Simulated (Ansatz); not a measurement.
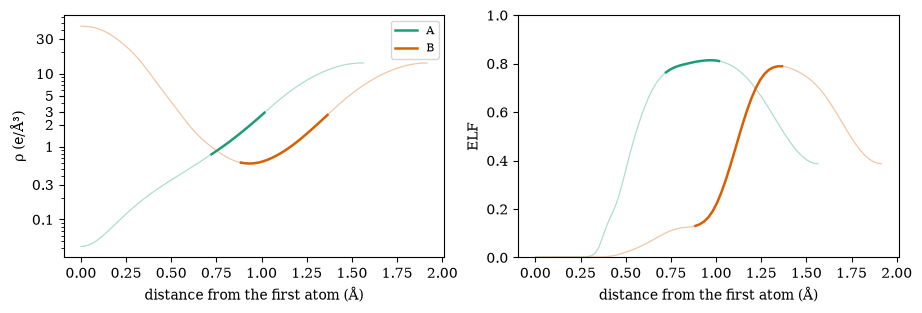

The picture shows: BeZnF4. Valence charge density (pseudo) and ELF along straight lines between neighbouring atoms. Thin, pale parts lie inside the atomic spheres.

Space group F-43m; a structure generated by program, which may or may not match a known phase.

Method: DFT PBEsol, scalar-relativistic, plane waves, PAW in Ansatz.

The density is the valence pseudo-density of a PAW calculation; it isn't the true density close to the nuclei.

> Which curve belongs to which contact (Be–F and Zn–F)? The first atom named is at distance zero.

Curve A: Be–F (1.56 Å): the density is about 0.98 e/Å³ at the midpoint; the ELF peaks at about 0.80 in the valence shell of F, 0.6 Å from its nucleus, and is about 0.80 at the midpoint. Curve B: Zn–F (1.92 Å): ρ is about 0.59 e/Å³ halfway; the ELF peaks at about 0.80 in the valence shell of F, 0.6 Å from its nucleus, and is about 0.15 at the midpoint; no localised pair shows between them.
